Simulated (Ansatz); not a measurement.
The structure below was relaxed with Ansatz (a program for electronic structure), PBE, PAW, cutoff 420 eV, spin-orbit coupling left out, earlier PAW set, at pressure 30 GPa.

```xyz
2
Lattice="0.0000 2.6287 2.6287 2.6287 0.0000 2.6287 2.6287 2.6287 0.0000" Properties=species:S:1:pos:R:3 pbc="T T T"
As     3.9430     3.9430     3.9430
Ga     0.0000     0.0000     0.0000
```

Task: Find the space group and the Wyckoff positions.

Result: Space group F-43m (No. 216); a = b = c = 5.2573 Å, α = β = γ = 90.00°

```json
[
 {"atom": "As", "site": "4c", "symmetry": "-43m", "x": "0.2500", "y": "0.2500", "z": "0.2500"},
 {"atom": "Ga", "site": "4a", "symmetry": "-43m", "x": "0.0000", "y": "0.0000", "z": "0.0000"}
]
```

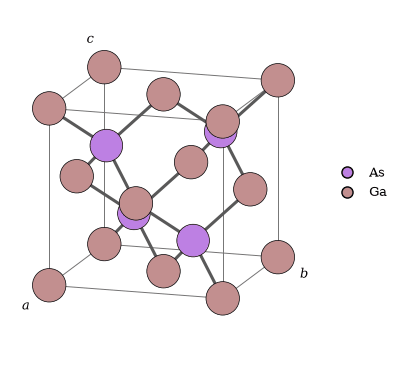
Fig. 1. The conventional cell

Load acts through the strain it causes; cell and atoms are relaxed under it. Whether these cells are dynamically stable was not tested. Measured, GaAs leaves this structure (for a Cmcm phase) near 15 GPa (room temperature; as listed in arXiv:1906.07825). The cell was made from GaAs in the zinc blende structure (space group F-43m, No. 216) by this change: pressure 30 GPa.
